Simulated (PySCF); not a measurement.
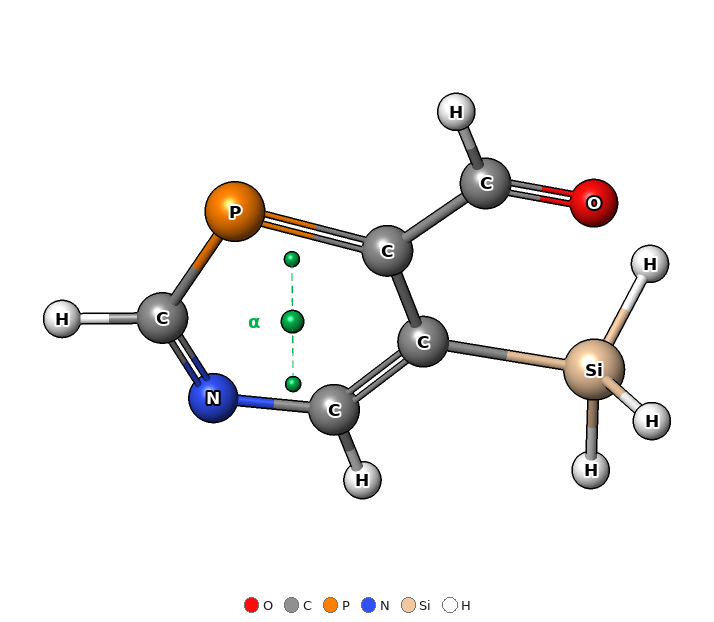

The small points mark where nucleus-independent chemical shifts (NICS) were computed: at the centre of each lettered ring and 1 Å above and below it. The computed structure is the end point of a GFN2-xTB optimisation. No frequency run is at hand to confirm it as a minimum. Method: GIAO PBE0/pcSseg-1 NMR shielding, non-relativistic, gas phase (PySCF 2.14.0).

Give NICS(0), NICS(1) and the out-of-plane component NICS(1)zz for each ring (means of the two sides).

| ring | members | NICS(0) | NICS(1) | NICS(1)zz |
| --- | --- | --- | --- | --- |
| α | C4NP | −6.1 | −10.7 | −26.2 |

Values in ppm.

### What do the values say about the ring currents?

Ring α: diatropic, as in an aromatic ring. NICS is one index among several.

The geometry is semi-empirical. Around P, Si such bond lengths and angles can be off by a tenth of an ångström or more and by several degrees, and values that hang on the shape move with them.
